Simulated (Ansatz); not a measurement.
# CHBS (triplet): trial inputs and their diagnosis at distance C2–H4 = 1.466 Å

3 inputs are run for CHBS (triplet) as typed; the log has to tell whether the result can be used and what must change.

Program: Ansatz 0.2.0, Gaussian basis. Level of theory: the settings change from run to run. These are calculated values, not measurements.

## 1. The geometry

The geometry derives from a PBE0/def2-TZVP stationary point (not a proven minimum). One bond is set to the value named and the two fragments are kept rigid.

4 atoms, charge 0, spin multiplicity 3.

Atoms are counted from 1 here; the program's logs count them from 0.

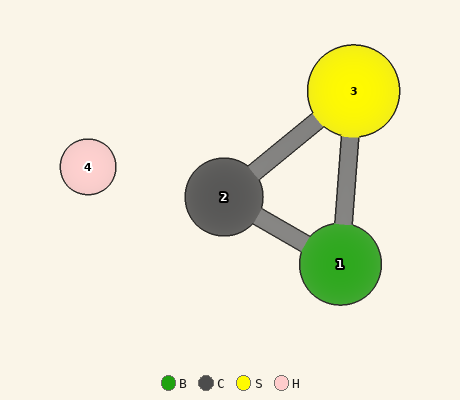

The geometry (boron green, carbon dark grey, sulfur yellow, hydrogen pink); atoms are numbered from 1 in the order of the file.

## 2. Try 1

Input file in.yaml:

```yaml
crystal:
  periodic: [false, false, false]
  atoms:
    - {symbol: B, position_ang: [0.000000, -0.947098, 0.802422]}
    - {symbol: C, position_ang: [0.000000, 0.450137, 1.023668]}
    - {symbol: S, position_ang: [0.000000, 0.095330, -0.706739]}
    - {symbol: H, position_ang: [0.000000, 1.761844, 1.678329]}
basis:
  gaussian: {orbitals: cc-pVDZ, point_charges: [{charge: 0.50, position_ang: [4.622, -0.838, -0.587]}]}
magnetization: {spin_polarized: false, initial_magnetization: 2}
correlation: {active_space: {window: {electrons: 2, orbitals: 1}}}
scf: {lower_state_search: off}
```

Started as:

```sh
ansatz run in.yaml --threads 1 --pin off --events-out ev --progress --plain --max-ram 2393MiB
```

The log of the run:

```text
Functional definition: HF
  name "HF"
  cite "Fock, Z. Phys. 61, 126 (1930) doi:10.1007/BF01340294"
  parent pbe
  exchange = exact_x
  correlation = 0
these checks for a lower state are left out or cut short: stability, starts, cluster_reference, orbital_swaps, neighbouring_geometries, increment
502 factors; integrals over basis functions are off by at most 1.2e-3 eV
mean field evaluation 1: about -12529.0765 eV, gradient 1.3e1 eV
mean field evaluation 2: about -12529.2057 eV, gradient 1.3e1 eV
mean field evaluation 4: about -12530.5418 eV, gradient 3.3e0 eV
mean field evaluation 8: about -12530.6045 eV, gradient 3.0e-1 eV
mean field -12530.60583775 eV, -460.4912709875 hartree, gradient 1.4e-6 eV, S^2 2.000000; 0 other end points of the search recorded, 0 dependent functions left out
reference -12530.60583775 eV, -460.4912709875 hartree; 15, 13 occupied and 36, 38 virtual orbitals, 502 factors
Error: 2 electrons in 1 orbitals form no window around the highest filled level of the reference
```

It took 0.33 s on 1 thread of Arm Neoverse V1, shared host.

Diagnosis: The run stopped with an error. The active window can't be built from these electrons and orbitals. To mend it, choose counts that fit the spin, the electrons and the basis.

## 3. Try 2

Input file in.yaml:

```yaml
crystal:
  periodic: [false, false, false]
  atoms:
    - {symbol: B, position_ang: [0.000000, 0.450137, 1.073668]}
    - {symbol: C, position_ang: [0.000000, 0.450137, 1.023668]}
    - {symbol: S, position_ang: [0.000000, 0.095330, -0.706739]}
    - {symbol: H, position_ang: [0.000000, 1.761844, 1.678329]}
basis:
  gaussian: {orbitals: cc-pVDZ, point_charges: [{charge: -1.00, position_ang: [3.678, -0.191, -0.664]}]}
magnetization: {spin_polarized: true, initial_magnetization: 2}
correlation: {method: mp2, electrons: all}
scf: {lower_state_search: full}
```

Same command.

The log of the run (excerpt; [...] marks lines left out):

```text
Functional definition: HF
  name "HF"
  cite "Fock, Z. Phys. 61, 126 (1930) doi:10.1007/BF01340294"
  parent pbe
[...]
503 factors; integrals over basis functions are off by at most 6.9e-4 eV
[...]
a density is far from that of the atoms, so the factors are made again for it
566 factors; integrals over basis functions are off by at most 4.3e-4 eV
[...]
mean field -5716.08100508 eV, -210.0621024380 hartree, gradient 4.6e-6 eV, S^2 2.008697; 9 other end points of the search recorded, 0 dependent functions left out
reference -5716.08100508 eV, -210.0621024380 hartree; 15, 13 occupied and 36, 38 virtual orbitals, 566 factors
second order -5.07216780 eV of doubles, -0.00000000 eV of singles
Total energy: -5721.15317289 eV, -210.2485011667 hartree
```

It took 2.9 s on 1 thread of Arm Neoverse V1, shared host.

What is wrong: The run converged, which proves nothing about the input. One atom lies on top of another. The shortest distance is 0.05 Å, against 1.41 Å in the geometry of step 1. Its energy belongs to another geometry. Cure: restore its position.

## 4. Try 3

Input file in.yaml:

```yaml
crystal:
  periodic: [false, false, false]
  atoms:
    - {symbol: B, position_ang: [0.000000, -0.947098, 0.802422]}
    - {symbol: C, position_ang: [0.000000, 0.450137, 1.023668]}
    - {symbol: S, position_ang: [0.000000, 0.095330, -0.706739]}
    - {symbol: H, position_ang: [0.000000, 1.761844, 1.678329]}
basis:
  gaussian: {orbitals: cc-pVDZ}
magnetization: {spin_polarized: true, initial_magnetization: 10}
correlation: {method: ccsd_t, electrons: valence}
output: {forces: true}
```

The command is unchanged.

The log of the run (excerpt; [...] marks lines left out):

```text
Functional definition: HF
  name "HF"
  cite "Fock, Z. Phys. 61, 126 (1930) doi:10.1007/BF01340294"
  parent pbe
[...]
502 factors; integrals over basis functions are off by at most 1.2e-3 eV
[...]
mean field -12505.99362653 eV, -459.5867889081 hartree, gradient 7.7e-6 eV, S^2 30.003251; 0 other end points of the search recorded, 0 dependent functions left out
7 core orbitals not correlated: weight in the atoms' cores, before any rotation towards them, 1.000 or more for the frozen orbitals, at most 0.000 for the correlated occupied ones
reference -12505.99362653 eV, -459.5867889081 hartree; 12, 2 occupied and 32, 42 virtual orbitals, 502 factors
second order -4.85158335 eV of doubles, -0.00000000 eV of singles
cycle   1  -5.49811174 eV  change   -6.5e-1 eV  update   6.4e-2
[...]
cycle  13  -5.75733753 eV  change    2.8e-6 eV  update   9.8e-7
perturbative correction -0.14603267 eV, -0.0053666017 hartree
[...]
Total energy: -12511.89699673 eV, -459.8037337615 hartree
Atom 0 at     0.000000    -0.947098     0.802422 Å, force    -0.000000   -16.359351     7.430072 eV/Å
Atom 1 at     0.000000     0.450137     1.023668 Å, force     0.000000     5.900586    11.128469 eV/Å
Atom 2 at     0.000000     0.095330    -0.706739 Å, force     0.000000     3.766256   -21.727113 eV/Å
Atom 3 at     0.000000     1.761844     1.678329 Å, force    -0.000000     6.692509     3.168571 eV/Å
Dipole moment:    -0.000000     0.549894    -0.708375 e Å
```

It took 4.8 s on 1 thread of Arm Neoverse V1, shared host.

What is wrong: The run converged, which proves nothing about the input. Far too many unpaired electrons are asked for. Its energy belongs to the state of multiplicity 11, not to the triplet that was meant. Cure: set initial_magnetization to that of the wanted state.

## 5. How the runs ended

```
try                   level                ended                                                               cause    time
  1     CASSCF(2,1)/cc-pVDZ  stopped by an error  the active window can't be built from these electrons and orbitals  0.33 s
  2      MP2 on UHF/cc-pVDZ            converged                                     one atom lies on top of another   2.9 s
  3  CCSD(T) on UHF/cc-pVDZ            converged                       far too many unpaired electrons are asked for   4.8 s
```

1 stopped by an error, 2 converged. The input that converges on a wrong geometry or spin is the dangerous one: no error points at it, so geometry and ⟨S²⟩ have to be checked.
